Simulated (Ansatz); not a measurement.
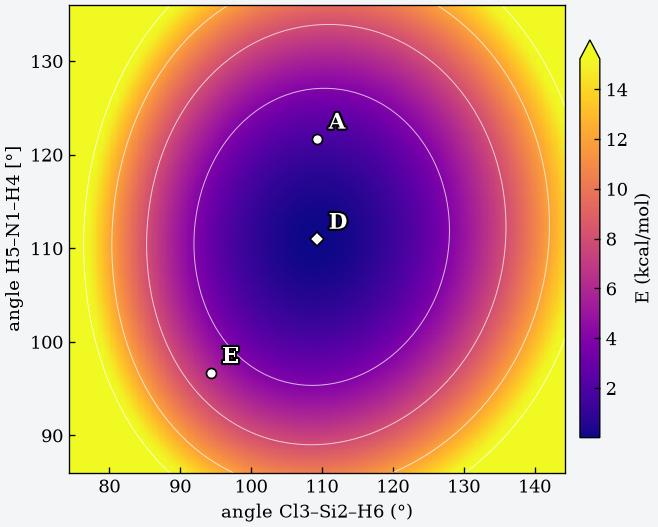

ClH₃NSi, SMILES N[SiH]Cl, spin multiplicity 2. 
- First axis: angle Cl3–Si2–H6. Second axis: angle H5–N1–H4.
- Nothing is relaxed (all other coordinates rigid).
- Grid: 15 × 15 points.
- Energies are in kcal/mol, from the lowest grid point.
- These are results of UKS PBE-D4/def2-SVP (Ansatz), not measurements.

The picture shows a smooth colour map with a few white contour lines, one colour for all values above the top of the scale, lettered points. Between grid points the surface is interpolated.

> Is E the lowest point of the computed grid?

No. E lies 6.1 kcal/mol above the lowest grid point, which is at angle Cl3–Si2–H6 = 109.3°, angle H5–N1–H4 = 111.0°.

> What kind of point is each of A, D, E: minimum, saddle, maximum or slope?

A: on a slope; D: minimum; E: on a slope. (In these two coordinates alone; a stationary point may lie a little off the grid point.)
